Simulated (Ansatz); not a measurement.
Take KTaO3 in the cubic perovskite structure (space group Pm-3m, No. 221; a = 4.023 Å) as the base.

Structures relaxed with plane-wave PAW DFT at the PBE level (Ansatz, an electronic-structure program, 420 eV), no SOC, earlier PAW set.

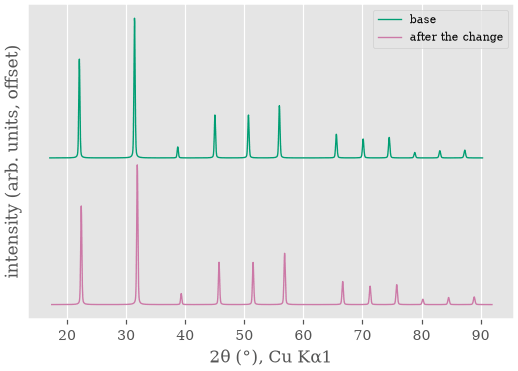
*Simulated powder patterns before (top) and after one change*

**Question.** What was done to the base?
A. pressure 9 GPa
B. pressure 18 GPa
C. pressure 60 GPa
D. pressure 4.2 GPa

**Answer.** A, pressure 9 GPa. Its volume per atom is 12.47 Å³ against 13.02 Å³, and its space group is Pm-3m (No. 221).

Load acts through the strain it causes; cell and atoms are relaxed under it. Stability against distortions was not tested. No other phases were tried under pressure.
